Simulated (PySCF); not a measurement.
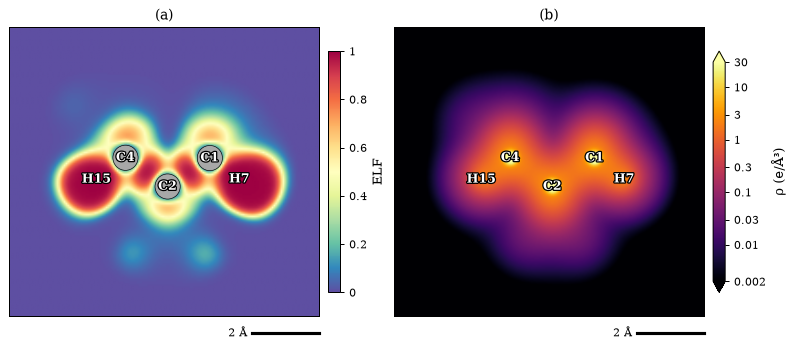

*C₅H₁₁S (SMILES CC(C)CC[S-]) (charge −1). (a) ELF; (b) electron density on the plane of atoms C1, C2 and C4. Grey discs cover the atomic cores in the ELF map.*

Geometry: GFN2-xTB.

Computed with PBE0/pcSseg-1, SCF density, gas phase, non-relativistic in PySCF 2.14.0.

Input

```
{"job": {"kind": "nmr", "xc": "PBE0", "basis": "pcSseg-1"}, "charge": -1, "multiplicity": 1}
C     -0.654618     1.051037     1.008128
C     -0.488148     0.145824    -0.209023
C     -1.744371    -0.698946    -0.408834
C      0.753430    -0.738142    -0.091472
C      2.052479     0.052589    -0.269060
S      2.105437     0.975036    -1.821390
H     -1.544504     1.672445     0.904967
H     -0.749732     0.459414     1.920612
H      0.207065     1.704830     1.107099
H     -0.326390     0.773212    -1.094498
H     -1.647686    -1.324250    -1.294288
H     -2.621046    -0.063113    -0.532251
H     -1.910750    -1.347126     0.453313
H      0.760129    -1.261236     0.876673
H      0.715510    -1.493085    -0.882912
H      2.899698    -0.649676    -0.244634
H      2.186499     0.753218     0.567660
```

Launched as:

```sh
OMP_NUM_THREADS=1 python probes_run.py task.json out
```

> Interpret the plot.

- The section cuts through C and H sites.
- C–C (1.53 Å): the density is about 1.6 e/Å³ at the midpoint; the ELF peaks at about 0.95 between the atoms (a shared electron pair).
- C–H (1.09 Å): ρ is about 1.9 e/Å³ halfway; the ELF climbs to about 1 towards the hydrogen, as it does in any bond to H; a covalent bond by its length.
